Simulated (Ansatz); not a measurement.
**GeH4: density, localisation and related maps**

Input file:

```
crystal:
  periodic: [false, false, false]
  atoms:
    - { symbol: Ge, position_ang: [0.135191, 0.0, 0.095671] }
    - { symbol: H, position_ang: [0.558718, 0.0, 1.56895] }
    - { symbol: H, position_ang: [1.665406, 0.0, 0.004221] }
    - { symbol: H, position_ang: [-0.541707, 1.295125, -0.383071] }
    - { symbol: H, position_ang: [-0.541707, -1.295125, -0.383071] }
basis:
  gaussian: { orbitals: def2-SVP }
hamiltonian:
  xc: pbe
relax:
  f_tol: 0.03
  max_steps: 50
output:
  orbitals: {}
```

Launched as:

```sh
ansatz run input.yaml --threads 1 --pin off --max-ram 2048MiB --backend cpu --events-out ev --progress --plain --runs-dir out
```

The fields are those of the relaxed geometry.

Theory: RKS PBE/def2-SVP (Ansatz).

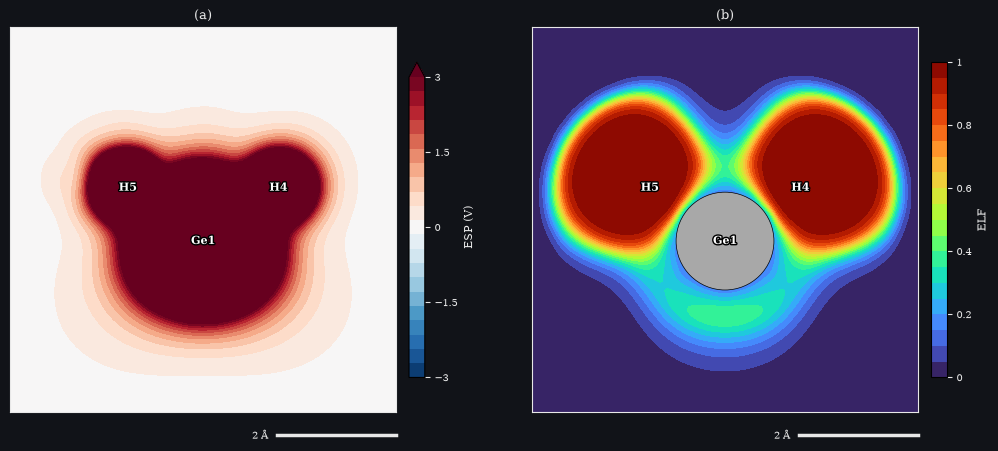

Figure 1. (a) molecular electrostatic potential; (b) ELF on the plane of atoms H4, Ge1 and H5. Grey discs cover the atomic cores in the ELF map.

What do the fields say about this system?

Answer. Atoms in the plane: Ge and H. Ge–H (1.55 Å): the ELF climbs to about 1 towards the hydrogen. The potential has no marked negative region in this plane.

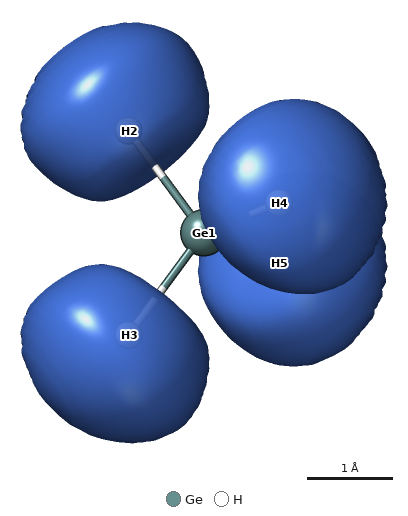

Figure 2. Isosurface of the electron localisation function at 0.8 (blue), seen from one side. Core shells and regions of very low density are left out.

Where are the electrons localised?

Answer. At this value the surface marks out four regions around hydrogen nuclei.

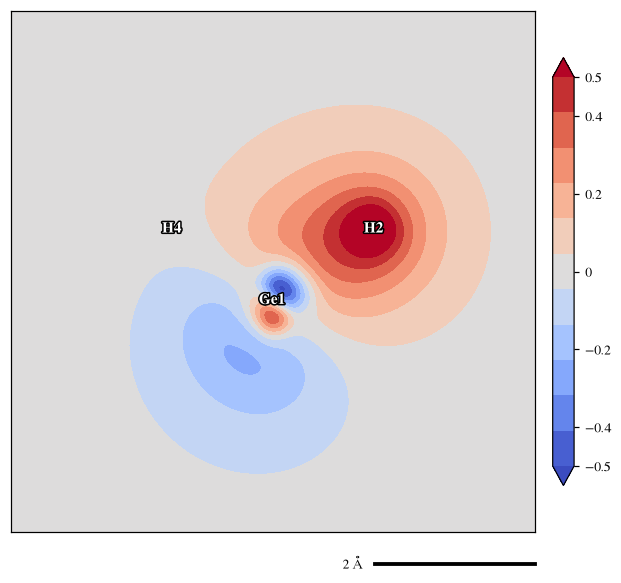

Figure 3. The HOMO on the plane of atoms H2, Ge1 and H4 (values in Å⁻³ᐟ²; the overall sign is arbitrary).

What is the character of this orbital?

Answer. Its weight (Hirshfeld) is mainly on Ge1 (about 45 %), H2 (about 25 %) and H3 (about 25 %). It is one of a degenerate set, so its orientation is arbitrary. Its energy is −8.27 eV.
